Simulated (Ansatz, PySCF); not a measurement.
Breaking the C2–H3 bond in C2H6Sn (SMILES [CH3][Sn][CH3]) (multiplicity 1 held, fragments rigid). Energies count from the point at 1.094 Å.
Geometry at that point (charge 0, multiplicity 1):
```xyz
9

Sn     0.1105    -0.0564     0.4115
C      0.4889     1.5448    -1.0685
H     -0.4678     1.9378    -1.4244
H      1.0071     1.1195    -1.9327
H      1.0825     2.3634    -0.6637
C     -1.0545    -1.2560    -1.0381
H     -0.4261    -1.4813    -1.9044
H     -1.9010    -0.6630    -1.3961
H     -1.4257    -2.1881    -0.6143
```

R- and RO- levels are restricted; in cc, def2 and unpolarised 6-31G sets they are followed outwards from rest. U- levels take the lowest unrestricted solution at each point, which mixes spins at long bonds. Active spaces are followed from a long bond inwards. Curves can end on different states.

Correlated levels freeze the cores. Filled d and f shells under p-block atoms count as core. Rows in 3-21G, LANL2DZ carry no dispersion term and start afresh at each structure; the Pople sets are all-electron and without relativity. LANL2DZ brings its own core potentials from Na on.

Run with Ansatz (Gaussian orbitals); PySCF for 3-21G rows, LANL2DZ rows. Each number belongs to the level named beside it. In def2 rows elements past Kr take small-core potentials, without spin–orbit coupling.

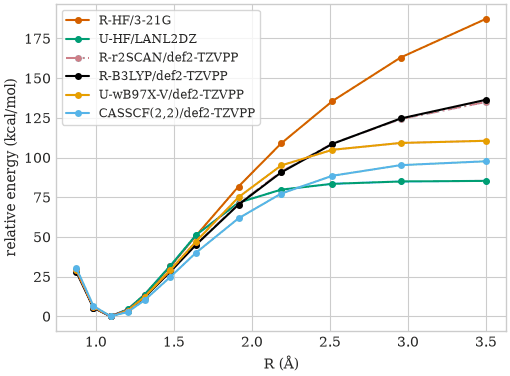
Fig. 1. Relative energy along the coordinate

**Question.** Read off the R-HF/3-21G curve at R = 2.187.

**Answer.** about 110 kcal/mol

Doubts at one or more of the structures used: a restricted determinant that unrestricted orbitals would lower (R-HF/3-21G, R-r2SCAN/def2-TZVPP, R-B3LYP/def2-TZVPP); a spin-contaminated determinant (U-HF/LANL2DZ, U-wB97X-V/def2-TZVPP).

Ansatz is a quantum-chemistry and plane-wave program.
